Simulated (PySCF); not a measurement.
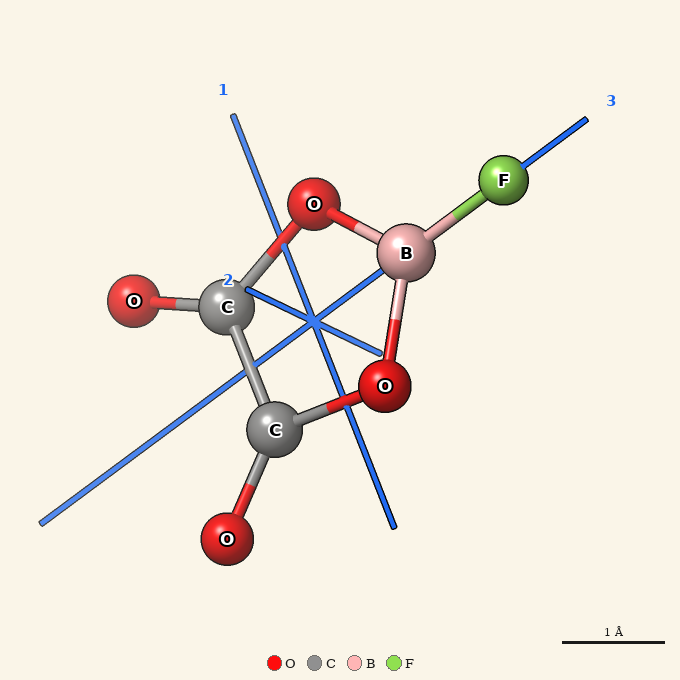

The three principal axes of inertia are drawn and numbered. Atoms fade into the background with distance from the viewer. The geometry was computed by an optimisation with PBE0-D3(BJ)/def2-SVP. No frequency run is at hand to confirm it as a minimum. Masses are those of the most abundant isotopes; constants are for the rigid equilibrium geometry.

### Which line is the a axis (least moment of inertia), which b and which c?

a is line 3, b is line 1, c is line 2; the moments are 129, 262, 391 u Å².

### What kind of rotor is it, and what are its rotational constants in GHz?

An asymmetric top (C2v): A = 3.92, B = 1.93, C = 1.29 GHz. Ray's parameter κ is −0.52, nearer the prolate limit.
